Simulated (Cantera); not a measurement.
A closed system holds: 1 mol SiH4, 2.6 mol N2, held at 90.0 mbar.

Equilibrium computed with Cantera from the NASA thermochemical tables; the gas is ideal and each condensed phase is pure. Candidate condensed phases: Si, Si3N4; 18 gas species. The tables' values for SiN are old estimates; treat these amounts as uncertain. Gases not in the tables: Si2H6 and higher silanes. The numbers say what is thermodynamically allowed, not how fast it happens.

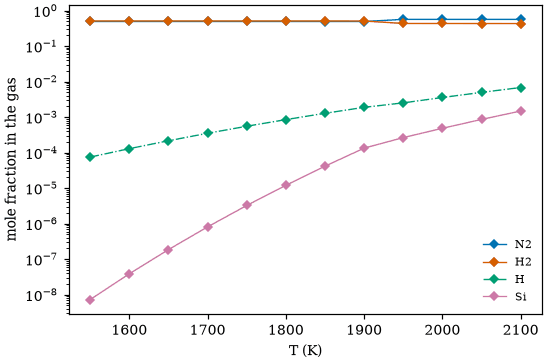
Figure. Equilibrium gas composition (values under 1e-9 drawn at 1e-9)

**Question.** Read off the mole fractions at 2100 K.

**Answer.** N2 about 0.56, H2 about 0.43, H about 0.0068, Si about 0.0015.
